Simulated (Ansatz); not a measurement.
```yaml
atoms:
  - { symbol: C, position_ang: [-0.0523, -1.5350, 0.8595] }
  - { symbol: N, position_ang: [0.7452, -0.5537, 0.1206] }
  - { symbol: B, position_ang: [-0.1224, 0.8084, -0.4148] }
  - { symbol: O, position_ang: [-0.4929, 1.4717, 0.7985] }
  - { symbol: O, position_ang: [0.8566, 1.4967, -1.2051] }
  - { symbol: O, position_ang: [-1.2180, 0.2642, -1.1590] }
  - { symbol: H, position_ang: [0.5427, -2.3967, 1.1675] }
  - { symbol: H, position_ang: [-0.8720, -1.8557, 0.2192] }
  - { symbol: H, position_ang: [-0.4667, -1.0413, 1.7370] }
  - { symbol: H, position_ang: [1.5039, -0.1947, 0.6919] }
  - { symbol: H, position_ang: [1.1650, -0.9663, -0.7064] }
  - { symbol: H, position_ang: [-1.4466, 1.5498, 0.8372] }
  - { symbol: H, position_ang: [0.9924, 2.3743, -0.8463] }
  - { symbol: H, position_ang: [-1.1478, 0.5491, -2.0708] }
```

Geometry: PBE0-D4/def2-TZVP.

Computed with RKS PBE0-D4/def2-TZVPP in Ansatz 0.2.0.

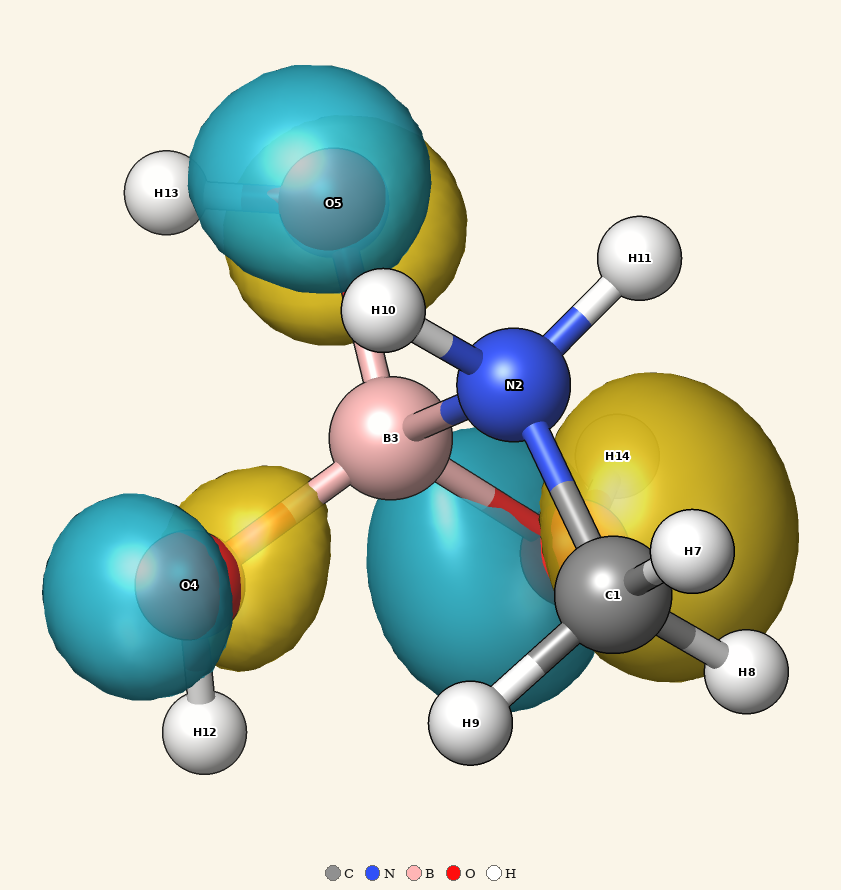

CH8BNO3 (SMILES C[NH2+][B-](O)(O)O). The HOMO−1 at ±0.15 Å⁻³ᐟ² (yellow and cyan are the two phases), seen at an oblique angle.

What is the character of this orbital?

Answer. By Hirshfeld shares it lies mainly on O6 (about 55 %), O5 (about 20 %), O4 (about 10 %) and B3 (about 5 %); largely a combination of lone pairs on O6, O5 and O4. Its energy is −7.86 eV.
